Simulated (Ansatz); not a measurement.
# MoS2 (P6_3/mmc): band gap by G0W0 on HSE06, part 2 of 2

Wanted: the gap of MoS2 (P6_3/mmc) with a many-body correction, and the time that it takes.

Ansatz 0.2.0; HSE06, then G0W0 on it, plane waves, PAW. Known limits of the many-body steps: finite bands, screening cutoff and k mesh; no spin-orbit coupling in G0W0.

So far. Step 2 (The starting point: HSE06): Over mesh and listed points the gap is 1.444 eV, from k = Γ to k = (0.167, 0.167, 0.000). The least direct gap found is 2.116 eV, at k = (0.333, 0.333, 0.000).

The database entry behind the starting cell differs from later determinations by our own check (about 0.3 % long), so it need not match the best structure at ambient conditions.

In doubt: masses and optical values from hybrid runs of this build are listed as unsure (step 3), which bears on the screening that GW takes from such a start.

**3. The quasiparticle correction**

G0W0 replaces the xc potential by a self-energy built once from the orbitals of the start. Levels are corrected in the window of bands that the input names, at points of the mesh.

This step: G0W0 on HSE06, plane waves, PAW.

The input, input.yaml:

```yaml
crystal:
  lattice:
    - [3.169, 0.0, 0.0]
    - [-1.5845, 2.7444345046, 0.0]
    - [0.0, 0.0, 12.324]
  atoms:
    - { symbol: Mo, position: [0.3333333333, 0.6666666667, 0.25] }
    - { symbol: Mo, position: [0.6666666667, 0.3333333333, 0.75] }
    - { symbol: S, position: [0.3333333333, 0.6666666667, 0.623] }
    - { symbol: S, position: [0.6666666667, 0.3333333333, 0.123] }
    - { symbol: S, position: [0.3333333333, 0.6666666667, 0.877] }
    - { symbol: S, position: [0.6666666667, 0.3333333333, 0.377] }
kpoints:
  mp_grid: { grid: [6, 6, 2] }
hamiltonian:
  xc: hse06
scf:
  occupations: { method: fixed }
gw:
  n_empty_bands: 848
  ecut_chi: 230.0
  qp_bands: [v2, c2]
  qp_kpoints: band_edges
  screening: { model: contour_deformation }
```

Command:

```
ansatz run input.yaml --threads 3 --pin off --max-ram 64512MiB --backend cuda --events-out ev --progress --plain --runs-dir out --devices 1 --max-vram 24GiB  # rebuilt from the run's record
```

Numbers of over 12 decimals in the logs are rounded to 6 here.

The program printed:

```text
GPUs: using 1 of 1 available (devices: 1).
[...]
GPU FFT provider: cuFFT
GPU libraries: cuBLAS 13.8.2, cuFFT 12.4.0, cuSOLVER 12.3.4
Crystal: 6 atoms, lattice volume = 107.183 Å³
Basis set: ecut = 420 eV, 2081 PW (Γ)
Bands: 32, of which v1, the nominal top of the filled ones, is band 26 counted from 1 (25 counted from 0)
Symmetry: 24 space group operations
[...]
k-points: 14 of 72
[...]
GPU buffer pool allocated for 51840 grid points (all kernels)
[...]
SCF iter   1: F=—  HF=-13525.523161 eV  |F-HF|=—  |Δ(HF+E_count)|=         —  Δρ=5.56e-3  dr2=8.15e-3  ethr=1.77e-3  ⟨swp⟩=5.7  Hψ=1935  notcnv=0
[...]
SCF iter   5: F=-13525.537263 eV  HF=-13525.537261 eV  |F-HF|=1.35e-6  |Δ(HF+E_count)|=   7.92e-4  Δρ=8.84e-5  dr2=4.74e-6  ethr=6.31e-7  ⟨swp⟩=3.1  Hψ=1289  notcnv=0  defer=1
SCF 1 stopped early in 5 iterations: F = -13525.537263 eV  dr2 = 4.74e-6
[...]
GPU FFT provider: cuFFT
GPU libraries: cuBLAS 13.8.2, cuFFT 12.4.0, cuSOLVER 12.3.4
[...]
GPU buffer pool allocated for 51840 grid points (all kernels)
[...]
Frozen-core exchange: fock
SCF iter   1: F=—  HF=-13531.606652 eV  |F-HF|=—  |Δ(HF+E_count)|=         —  Δρ=1.14e-2  dr2=2.79e-1  ethr=9.11e-8  ⟨swp⟩=7.6  Hψ=2684  notcnv=0
[...]
SCF iter   7: F=-13531.565468 eV  HF=-13531.565468 eV  |F-HF|=1.03e-7  |Δ(HF+E_count)|=   4.86e-5  Δρ=2.64e-5  dr2=6.67e-6  ethr=9.11e-8  ⟨swp⟩=4.0  Hψ=1263  notcnv=0
SCF 2 stopped early in 7 iterations: F = -13531.565468 eV  dr2 = 6.67e-6
[...]
hybrid outer 1: dexx = +2.094e-2 eV, tail = 2.76e-5 eV
GPU FFT provider: cuFFT
GPU libraries: cuBLAS 13.8.2, cuFFT 12.4.0, cuSOLVER 12.3.4
GPU buffer pool allocated for 51840 grid points (all kernels)
[...]
Frozen-core exchange: fock
SCF iter   1: F=—  HF=-13531.565459 eV  |F-HF|=—  |Δ(HF+E_count)|=         —  Δρ=5.77e-5  dr2=1.43e-6  ethr=2.65e-7  ⟨swp⟩=3.0  Hψ=1121  notcnv=0
[...]
SCF iter   4: F=-13531.565461 eV  HF=-13531.565461 eV  |F-HF|=2.35e-10  |Δ(HF+E_count)|=   2.73e-8  Δρ=1.23e-6  dr2=3.86e-8  ethr=1.30e-10  ⟨swp⟩=3.0  Hψ=1109  notcnv=0
SCF 3 converged in 4 iterations: F = -13531.565461 eV  dr2 = 3.86e-8
[...]
NSCF: frozen V_eff on 14 k-points
Exchange-term sweep: 0 of 14 (spin, k) points
Exchange-term sweep: 1 of 14 (spin, k) points
Exchange-term sweep: 2 of 14 (spin, k) points
Exchange-term sweep: 3 of 14 (spin, k) points
Exchange-term sweep: 4 of 14 (spin, k) points
Exchange-term sweep: 5 of 14 (spin, k) points
Exchange-term sweep: 6 of 14 (spin, k) points
Exchange-term sweep: 7 of 14 (spin, k) points
Exchange-term sweep: 8 of 14 (spin, k) points
Exchange-term sweep: 9 of 14 (spin, k) points
Exchange-term sweep: 10 of 14 (spin, k) points
Exchange-term sweep: 11 of 14 (spin, k) points
Exchange-term sweep: 12 of 14 (spin, k) points
Exchange-term sweep: 13 of 14 (spin, k) points
Exchange-term sweep: 14 of 14 (spin, k) points
G₀W₀ screening: q 1/14
[... further progress lines ...]
[...]
Free energy (F): -13531.565462 eV
Frozen-core exchange: fock
[...]
Internal energy: -13531.565462 eV  (E = F + TS)
E sigma→0 (E₀):  -13531.565462 eV
Fermi energy:    10.522562 eV
[...]
--- Band table (eV; the first three rows and the last of 14) ---
  k-point 0: bands = [... 22 lower, 8.1940, 9.1050, 9.2723, 10.5226, 13.3442, 13.3442, 13.3757]
  k-point 1: bands = [... 22 lower, 8.1667, 8.1667, 10.2136, 10.2136, 13.3482, 13.3482, 13.3482]
  k-point 2: bands = [... 22 lower, 8.2016, 9.1362, 9.2062, 9.6785, 12.6441, 13.0246, 13.1090]
  k-point 13: bands = [... 22 lower, 7.2389, 7.2389, 9.8266, 9.8266, 12.0384, 12.0384, 13.5906]
  guard bands above this table: 3 of the run's 32 bands. The solve was not asked for them (output.publish_guard_bands: true or output.eigenvalues: true publishes all)
--- G₀W₀: contour deformation, 7 samples at zero and on the imaginary axis and 1 off it, 72 q-points, 848 empty bands' worth ---
  eigenvalues of the whole cell's RPA ε∞ on this k-mesh (on a slab, of 1 + 4πα/V) = 5.1249, 11.8301, 11.8301; static W/v taken at q = 0 is 0.088950
  bands read: the sum over 874 bands ends inside a degenerate multiplet in 1 slot, whose members it reads at an even weight; the widest, k=12: bands 874 to 875 (counted from 1) at 1/2 each
  gw.qp_kpoints: band_edges: 12 of 14 stored k-points solved, in 1 pass; an edge of the gap read off the rows below is read off those points alone
    valence top: of the k-points left out ik 7 came nearest to being solved in a further pass, in band 26 (counted from 1, as in the quasiparticle table): it holds the edge there only if its correction is more favourable than any solved in that band by at least 1.367 eV; those differ by 0.141 eV
    conduction bottom: of the k-points left out ik 5 came nearest to being solved in a further pass, in band 27 (counted from 1, as in the quasiparticle table): it holds the edge there only if its correction is more favourable than any solved in that band by at least 0.690 eV; those differ by 0.177 eV
    ik  band        ε_KS         Σx   Σc(E_QP)       V_xc       Z   E_QP_lin       E_QP  E_QP is
     0    25      9.2723   -18.7291     0.8564   -17.8686  0.7563     9.2682     9.2682  root
     0    26     10.5226   -19.7816     0.3972   -19.3117  0.7624    10.4498    10.4498  root
     0    27     13.3442   -13.5925    -4.4421   -17.9895  0.7653    13.2992    13.2991  root
     0    28     13.3442   -13.5925    -4.4421   -17.9895  0.7653    13.2992    13.2991  root
     1    25     10.2136   -19.4737     0.6266   -18.7696  0.7637    10.1361    10.1362  root
     1    26     10.2136   -19.4737     0.6266   -18.7696  0.7637    10.1361    10.1362  root
     1    27     13.3482   -13.5449    -4.4318   -17.9261  0.7649    13.2976    13.2976  root
     1    28     13.3482   -13.5449    -4.4318   -17.9261  0.7649    13.2976    13.2976  root
     2    25      9.2062   -19.1929     0.9103   -18.3067  0.7553     9.2303     9.2303  root
     2    26      9.6785   -19.4362     0.7336   -18.6724  0.7606     9.6483     9.6483  root
     2    27     12.6441   -13.3389    -4.1867   -17.4382  0.7642    12.5568    12.5567  root
     2    28     13.0246   -13.9157    -4.2256   -18.0704  0.7568    12.9538    12.9537  root
     3    25      9.6038   -19.4171     0.8504   -18.5312  0.7609     9.5683     9.5684  root
     3    26      9.6038   -19.4171     0.8504   -18.5312  0.7609     9.5683     9.5684  root
     3    27     12.8732   -13.6179    -4.3097   -17.8541  0.7624    12.7997    12.7996  root
     3    28     12.8732   -13.6179    -4.3097   -17.8541  0.7624    12.7997    12.7996  root
     4    25      8.5382   -18.5485     1.1203   -17.4578  0.7542     8.5677     8.5678  root
     4    26      8.7997   -18.9823     1.0579   -17.9588  0.7560     8.8341     8.8341  root
     4    27     12.5196   -13.9867    -4.3489   -18.3044  0.7592    12.4883    12.4883  root
     4    28     12.6292   -15.0933    -4.4364   -19.5410  0.7540    12.6405    12.6405  root
     6    25      8.9387   -17.7063     1.1201   -16.5050  0.7697     8.8574     8.8575  root
     6    26      9.0809   -18.3504     1.0184   -17.2952  0.7656     9.0440     9.0440  root
     6    27     12.7590   -16.3539    -4.7796   -21.1825  0.7448    12.8080    12.8079  root
     6    28     12.8116   -16.3364    -4.8061   -21.1844  0.7439    12.8535    12.8535  root
     8    25      8.8743   -19.6675     1.0262   -18.6836  0.7534     8.9166     8.9166  root
     8    26      8.8981   -19.7188     1.0057   -18.7766  0.7519     8.9615     8.9616  root
     8    27     11.9669   -13.1295    -3.9710   -17.0638  0.7717    11.9303    11.9303  root
     8    28     12.7842   -14.2893    -4.4256   -18.6851  0.7565    12.7545    12.7545  root
     9    25      8.8924   -19.6993     1.0133   -18.7371  0.7528     8.9435     8.9435  root
     9    26      8.8924   -19.6993     1.0133   -18.7371  0.7528     8.9435     8.9435  root
     9    27     12.3387   -13.5715    -4.1644   -17.7045  0.7676    12.3074    12.3074  root
     9    28     12.3387   -13.5715    -4.1644   -17.7045  0.7676    12.3074    12.3074  root
    10    25      9.1812   -18.9315     0.7803   -18.1350  0.7617     9.1650     9.1650  root
    10    26      9.3173   -19.2967     0.7177   -18.5758  0.7611     9.3140     9.3140  root
    10    27     12.4223   -14.7981    -4.2094   -19.0174  0.7579    12.4322    12.4322  root
    10    28     12.8619   -15.9964    -4.4601   -20.4717  0.7454    12.8770    12.8770  root
    11    25      9.2564   -19.1395     0.7485   -18.3823  0.7614     9.2478     9.2478  root
    11    26      9.2564   -19.1395     0.7485   -18.3823  0.7614     9.2478     9.2478  root
    11    27     12.6410   -15.2209    -4.3060   -19.5346  0.7536    12.6488    12.6488  root
    11    28     12.6410   -15.2209    -4.3060   -19.5346  0.7536    12.6488    12.6488  root
    12    25      9.7484   -18.9458     0.2676   -18.6485  0.7637     9.7187     9.7187  root
    12    26      9.9210   -19.3354     0.2041   -19.1048  0.7634     9.8945     9.8945  root
    12    27     12.0371   -15.9856    -3.9754   -20.0511  0.7568    12.1272    12.1271  root
    12    28     12.0371   -15.9856    -3.9754   -20.0511  0.7568    12.1272    12.1271  root
    13    25      9.8266   -19.1029     0.2344   -18.8397  0.7636     9.7979     9.7979  root
    13    26      9.8266   -19.1029     0.2344   -18.8397  0.7636     9.7979     9.7979  root
    13    27     12.0384   -15.9811    -3.9751   -20.0458  0.7569    12.1281    12.1280  root
    13    28     12.0384   -15.9811    -3.9751   -20.0458  0.7569    12.1281    12.1280  root
```

Elapsed: 2.2 min, on 1 × NVIDIA H100 80GB HBM3 (shared by 3 runs) with 3 threads of AMD EPYC 7R13 (Zen 3), shared host; peak memory 3.4 GiB; 3 min of CPU time.

This step gave:

```
bands summed                                    : 874
RPA ε∞ on this mesh (eigenvalues)               : 5.125, 11.83, 11.83
plane waves in the screening matrix             : 835
q-points in the mesh                            : 72
G0W0 gap over the corrected points              : 1.480 eV
k of the valence top                            : 0, 0, 0
k of the conduction bottom                      : 0.1667, 0.1667, 0
starting gap on the mesh                        : 1.444 eV
Z at the valence top                            : 0.7624
Z at the conduction bottom                      : 0.7717
least direct G0W0 gap over the corrected points : 2.233 eV
```

Over 12 of 14 irreducible mesh points the G0W0 gap is 1.480 eV, from k = Γ to k = (0.167, 0.167, 0.000). The HSE06 gap of this run on the mesh is 1.444 eV. The two states that bound the G0W0 gap lie that far apart at the start, so the correction of the gap is 1.480 − 1.444 = +0.036 eV.

Labels follow the order of the start: v1 is the top filled band, c1 the lowest empty one; levels that stay degenerate share a row, the window can cut a multiplet, doubted levels are not marked in this list, bands outside the window were not corrected, and the list may be a part of the corrected levels. Levels before and after the correction, in eV, zero at the valence-band top of each column:

```
       conduction bottom  valence top
HSE06               1.44         0.00
 G0W0               1.48         0.00
```

```
                    level  occupation  energy (eV)
HSE06                Γ v2           2       -1.250
HSE06                Γ v1           2        0.000
HSE06             Γ c1-c2           0        2.822
HSE06  (0.167 0.167 0) v2           2       -1.648
HSE06  (0.167 0.167 0) v1           2       -1.625
HSE06  (0.167 0.167 0) c1           0        1.444
HSE06  (0.167 0.167 0) c2           0        2.262
 G0W0                Γ v2           2       -1.182
 G0W0                Γ v1           2        0.000
 G0W0             Γ c1-c2           0        2.849
 G0W0  (0.167 0.167 0) v2           2       -1.533
 G0W0  (0.167 0.167 0) v1           2       -1.488
 G0W0  (0.167 0.167 0) c1           0        1.480
 G0W0  (0.167 0.167 0) c2           0        2.305
```

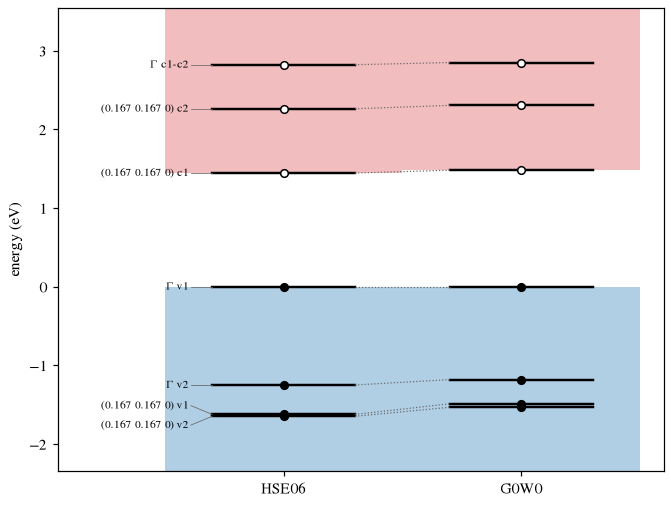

Levels before and after the correction. Shaded: valence and conduction bands. Filled marks are occupied levels, open marks empty ones.

The parts of the quasiparticle energy for the two states that bound the G0W0 gap, in eV on the run's own scale (QP = start + Σx + Σc − Vxc, with Σc at the quasiparticle energy):

```
             edge                      k  band   start       Σx      Σc      Vxc      Z      QP
      valence top                      Γ    26  10.523  −19.782   0.397  −19.312  0.762  10.450
conduction bottom  (0.167, 0.167, 0.000)    27  11.967  −13.130  −3.971  −17.064  0.772  11.930
```

For a hybrid start, Vxc holds its share of exact exchange.

**4. Side by side**

Each gap is the least one over the points named; times are wall times on shared hosts, not benchmarks. A G0W0 time includes the run's own self-consistent start. Runs with listed points see these and the mesh alone, so an edge that moves elsewhere is missed.

```
     level   mesh       files, cutoff  bands summed, screening                            points  gap (eV)  valence top      conduction bottom  least direct gap (eV)     time
     HSE06  6×6×2  soft_2 PAW, 420 eV                        -            mesh and listed points     1.444            Γ  (0.167, 0.167, 0.000)                  2.116     31 s
G0W0@HSE06  6×6×2  soft_2 PAW, 420 eV              874, 230 eV  12 of 14 irreducible mesh points     1.480            Γ  (0.167, 0.167, 0.000)                  2.233  2.2 min
```

**5. Summary of results**

| Quantity | Value |
| --- | --- |
| HSE06 gap over mesh and listed points | 1.444 eV, from k = Γ to k = (0.167, 0.167, 0.000) |
| G0W0@HSE06 gap over 12 of 14 irreducible mesh points | 1.480 eV, from k = Γ to k = (0.167, 0.167, 0.000) |
| GW settings | 6×6×2 mesh, 848 empty bands, screening to 230 eV |
| known limits | finite bands, screening cutoff and k mesh; no spin-orbit coupling in G0W0 |

In words: Over 12 of 14 irreducible mesh points the G0W0 gap is 1.480 eV, from k = Γ to k = (0.167, 0.167, 0.000). The HSE06 gap of this run on the mesh is 1.444 eV. The two states that bound the G0W0 gap lie that far apart at the start, so the correction of the gap is 1.480 − 1.444 = +0.036 eV. The valence state moves by 10.450 − 10.523 = −0.073 eV and the conduction state by 11.930 − 11.967 = −0.037 eV, on the run's own scale; how far single levels stand from their limit in bands is not shown. Both edges that HSE06 shows over mesh and listed points lie at k points where levels were corrected. Levels at other points were not corrected, so a lower G0W0 gap elsewhere in the zone is not ruled out. No second run with other bands and screening cutoff is shown, so the distance to the basis limit is not known. On another start, G0W0@PBE runs of this series (6×6×2 mesh, soft_2 PAW; not shown as steps) give 1.166 eV with 165 bands and 69 eV, 1.235 eV with 420 bands and 138 eV and 1.264 eV with 874 bands and 230 eV. G0W0 on other starts in this series, not shown as steps and not all at these settings: 1.264 eV on PBE (6×6×2, soft_2 PAW, 874 bands, 230 eV) and 1.334 eV on r2SCAN (6×6×2, soft_2 PAW, 874 bands, 230 eV). Two runs of this series at another level, not shown as steps, test spin-orbit coupling. PBE+SOC against PBE: 0.879 − 0.884 = −0.005 eV, with the same mesh, set of files (read in its fully relativistic form for the spin-orbit run) and cutoff, and both edges at the same k points. The spin-orbit run sees mesh and listed points alone, so its gap is an upper bound: the coupling can move an edge off these points, and the change over the zone, its sign included where it is small, is not known. What spin-orbit coupling does to the G0W0 levels was not computed, so no sum with the G0W0 gap is formed. The G0W0 runs are scalar-relativistic. No pair of G0W0 runs that differ in the mesh alone is shown (6×6×2 is a supercell whose nearest images lie 19 Å apart), so the error from the mesh is not known here. G0W0 is shown with one set of atomic data (soft_2 PAW), so the error from the files is not known here.

[Paths, hosts, dates, memory and timing lines, banners, echoed tables and standing remarks are left out of the program output.]

[Logs are printed without paths, hosts, clocks, repeated set-up lines and the standing remarks that a program may print on its own settings, such as how far it seeks lower states.]

[Runs of the session that timed out or met a known fault of the program may be left out.]

[Cells called generated may have been cut or substituted from an entry of the Crystallography Open Database or the Materials Project.]

[Hosts, paths, dates, database ids (printed as entryN), source tags and the programs' standing remarks are cut or masked in the printed files.]

[Where an RPA ε∞ is given, it is that of the G0W0 mesh and is not shown converged in it. Names of k-points follow the symmetry that the program found, which can be lower than the space group named. Band edges on a path are those of the sampled points; other points can move an edge, and change direct to indirect where valleys lie close.]

[Hybrid gaps are those of their k-mesh and are not shown converged in it.]
